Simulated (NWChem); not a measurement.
# SiBrCl3 (SMILES Cl[Si](Cl)(Cl)Br): levels of theory compared

Aim: a comparison of 5 runs (r2SCAN/6-31G, r2SCAN/6-31G*, r2SCAN/6-31G**, r2SCAN/STO-3G, r2SCAN/3-21G) of SiBrCl3. 

The results are computed with NWChem 7.3.0.

5 further runs of the same task are left out: 5 that didn't finish.

## 1. Starting point

The species is SiBrCl3 (5 atoms), meant as a singlet with charge 0. As SMILES, `Cl[Si](Cl)(Cl)Br`. The coordinates come from a PBE0-D4/def2-TZVP relaxation.

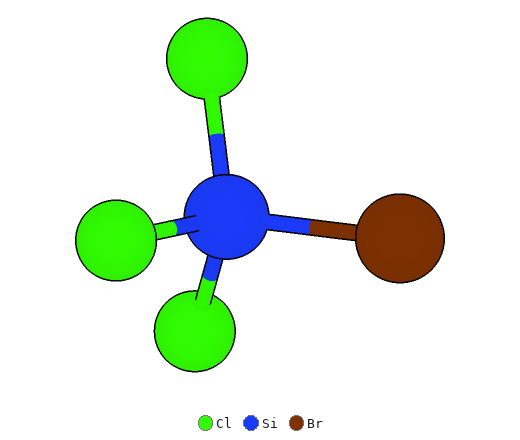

The structure, seen from a chosen angle (chlorine green, silicon blue, bromine brown).

## 2. The energy at r2SCAN/6-31G (run 1)

File brcl3si.nw:

```
start brcl3si
memory total 2200 mb
geometry noautosym nocenter noautoz
  Cl   -0.852900   -0.217700    1.821600
  Si    0.003400   -0.042600   -0.003200
  Cl    1.690500   -1.158200   -0.059200
  Cl   -1.285700   -0.709700   -1.412800
  Br    0.494400    2.054400   -0.387900
end
basis spherical bse
  Cl library 6-31G
  Si library 6-31G
  Br library 6-31G
end
dft
  xc r2scan
  grid fine
  convergence energy 1e-08
  maxiter 100
  mulliken
  print low
end
task dft energy
```

The run is started by

```bash
$ nwchem brcl3si.nw > brcl3si.out
```

What it wrote:

```text
[...]
 d= 0,ls=0.0,diis     1  -4243.5674028168 -4.96D+03  3.62D-02  8.02D-01     3.7
[...]
 d= 0,ls=0.0,diis    10  -4243.7109738700 -6.51D-10  1.00D-07  2.00D-11    24.5
         Total DFT energy =    -4243.710973869962
      One electron energy =    -7321.133328484630
           Coulomb energy =     2555.977021014593
    Exchange-Corr. energy =     -197.123244779595
 Nuclear repulsion energy =      718.568578379669
[...]
      Total Density - Mulliken Population Analysis
     ---------------------------------------------
    Atom       Charge   Shell Charges
 -----------   ------   -------------------------------------------------------
    1 Cl  17    17.13   2.00  2.00  5.97  1.39  3.65  0.60  1.52
    2 Si  14    13.64   2.00  2.00  5.96  1.12  2.02  0.10  0.44
    3 Cl  17    17.13   2.00  2.00  5.97  1.39  3.65  0.60  1.52
    4 Cl  17    17.13   2.00  2.00  5.97  1.39  3.65  0.60  1.52
    5 Br  35    34.98   2.00  2.00  6.00  2.00  5.98  1.61  3.85  0.35  1.19  6.97  3.03
[...]
```

Wall time 26 s (1 thread of Intel Xeon Platinum 8488C (Sapphire Rapids), shared host); peak memory 0.12 GiB.

## 3. The energy at r2SCAN/6-31G(d) (spherical functions) (run 2)

File nw.nw:

```
start nw
memory stack 880 mb heap 220 mb global 1100 mb
geometry units angstroms noautosym nocenter noautoz
 Cl    -0.852900    -0.217700     1.821600
 Si     0.003400    -0.042600    -0.003200
 Cl     1.690500    -1.158200    -0.059200
 Cl    -1.285700    -0.709700    -1.412800
 Br     0.494400     2.054400    -0.387900
end
basis spherical bse
 Cl library 6-31G*
 Si library 6-31G*
 Br library 6-31G*
end
dft
 xc r2scan
 mult 1
 grid fine
 convergence energy 1e-08
 iterations 100
 mulliken
 print low
end
task dft
```

The run is started by

```bash
$ nwchem nw.nw > nw.out
```

What it wrote:

```text
[...]
 d= 0,ls=0.0,diis     1  -4243.8229976389 -4.96D+03  1.90D-02  8.12D-01     4.8
[...]
 d= 0,ls=0.0,diis     8  -4243.9271569408  6.28D-09  5.02D-06  2.12D-07    29.5
         Total DFT energy =    -4243.927156940810
      One electron energy =    -7321.823622314115
           Coulomb energy =     2556.368219985424
    Exchange-Corr. energy =     -197.040332991789
 Nuclear repulsion energy =      718.568578379669
[...]
      Total Density - Mulliken Population Analysis
     ---------------------------------------------
    Atom       Charge   Shell Charges
 -----------   ------   -------------------------------------------------------
    1 Cl  17    17.15   2.00  2.00  5.97  1.39  3.65  0.58  1.55  0.02
    2 Si  14    13.42   2.00  2.00  5.96  1.01  1.75 -0.01  0.35  0.37
    3 Cl  17    17.15   2.00  2.00  5.97  1.39  3.65  0.58  1.55  0.02
    4 Cl  17    17.15   2.00  2.00  5.97  1.39  3.65  0.58  1.55  0.02
    5 Br  35    35.13   2.00  2.00  6.00  2.00  5.99  1.62  3.89  0.34  1.27  6.95  2.91  0.17
[...]
```

Wall time 31 s (1 thread of Intel Xeon Platinum 8488C (Sapphire Rapids), shared host); peak memory 0.12 GiB.

Runs 3 to 4 aren't shown in full; the table further down has their settings and results.

## 4. The energy at r2SCAN/3-21G (run 5)

File input.nw:

```
start input
title "BrCl3Si r2SCAN"
memory 2200 mb

geometry units angstrom noautosym nocenter noautoz
 Cl      -0.852900      -0.217700       1.821600
 Si       0.003400      -0.042600      -0.003200
 Cl       1.690500      -1.158200      -0.059200
 Cl      -1.285700      -0.709700      -1.412800
 Br       0.494400       2.054400      -0.387900
end

basis spherical bse
 * library 3-21G
end

dft
 xc r2scan
 grid fine
 convergence energy 1e-08
 maxiter 100
 mulliken
 noprint "final vectors analysis"
end

task dft energy
```

The run is started by

```bash
$ nwchem input.nw > input.out
```

What it wrote:

```text
[...]
          Wavefunction type:  closed shell.
          No. of atoms     :     5
          No. of electrons :   100
[...]
          Charge           :     0
          Spin multiplicity:     1
[...]
          AO basis - number of functions:    74
[...]
              XC Information
              --------------
                      r^2SCAN Method XC Functional
               r^2SCAN metaGGA Exchange Functional  1.000
                     r^2SCAN Correlation Potential  1.000
[...]
 d= 0,ls=0.0,diis     1  -4223.3569252207 -4.94D+03  3.55D-02  9.36D-01     1.5
[...]
 d= 0,ls=0.0,diis     8  -4223.4991955923  2.68D-09  3.19D-06  3.53D-08     9.3
         Total DFT energy =    -4223.499195592311
      One electron energy =    -7299.535925883472
           Coulomb energy =     2554.181907648470
    Exchange-Corr. energy =     -196.713755736977
 Nuclear repulsion energy =      718.568578379669
[...]
      Total Density - Mulliken Population Analysis
     ---------------------------------------------
    Atom       Charge   Shell Charges
 -----------   ------   -------------------------------------------------------
    1 Cl  17    17.23   2.00  1.95  5.90  1.14  3.09  0.93  2.22
    2 Si  14    13.22   2.00  1.97  5.85  0.85  1.74  0.23  0.58
    3 Cl  17    17.23   2.00  1.95  5.90  1.14  3.09  0.93  2.22
    4 Cl  17    17.23   2.00  1.95  5.90  1.14  3.09  0.93  2.22
    5 Br  35    35.10   2.00  2.00  5.99  2.00  5.96  0.80  2.40  1.25  2.71 10.00
[...]
```

Wall time 11 s (1 thread of Intel Xeon Platinum 8488C (Sapphire Rapids), shared host); peak memory 0.12 GiB.

## 5. All runs side by side

| run | level | energy (Eh) | wall time |
| --- | --- | --- | --- |
| 1 | r2SCAN/6-31G | -4243.710974 | 26 s |
| 2 | r2SCAN/6-31G* (spherical functions) | -4243.927157 | 31 s |
| 3 | r2SCAN/6-31G** (spherical functions) | -4243.927157 | 41 s |
| 4 | r2SCAN/STO-3G | -4197.945084 | 6.3 s |
| 5 | r2SCAN/3-21G | -4223.499196 | 11 s |

## 6. Outcome

```
            quantity           value
 run 5: total energy  -4223.49920 Eh
run 5: dipole moment          0.84 D
```

In run 4 the basis is minimal, so the values are rough. All runs together took 1.9 min, the longest 41 s.
